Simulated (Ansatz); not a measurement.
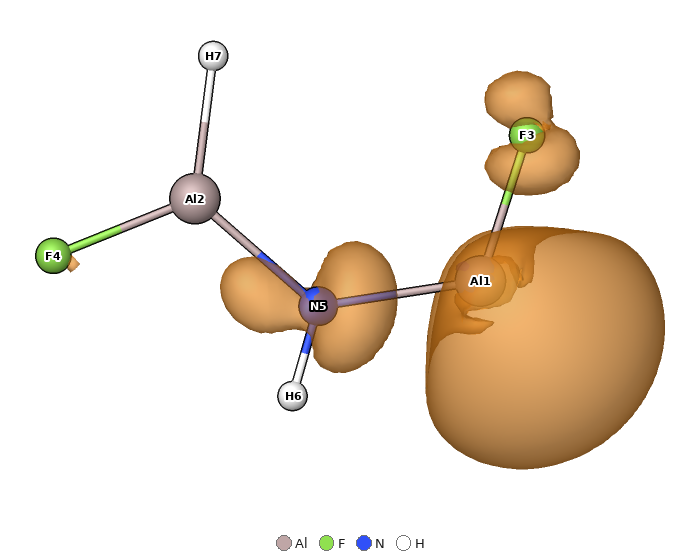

*Al2F2H2N (SMILES [F][Al][NH][AlH][F]) (doublet). Isosurfaces of the spin density (α minus β) at +0.015 (orange) and −0.015 e/Å³ (purple), seen across its widest extent.*

Geometry: PBE0-D3(BJ)/def2-SVP.

The calculation used Ansatz, isolated molecule in a Gaussian basis; Kohn-Sham density functional theory, functional PBE0.

```
atom    x (Å)    y (Å)    z (Å)
  Al  -1.6372   0.6571  -0.4545
  Al   1.2767  -0.2309   0.6641
   F  -2.2540   0.7614   1.0948
   F   2.8070  -0.6497   0.1521
   N   0.0818   0.1713  -0.6017
   H   0.4297   0.1154  -1.5597
   H   0.9619  -0.2093   2.2019
```

Which atoms carry the spin?

Answer. The unpaired spin (1 electron) lies mostly on Al1 (about 0.9) and N5 (about 0.1), in electrons by Hirshfeld's partition.
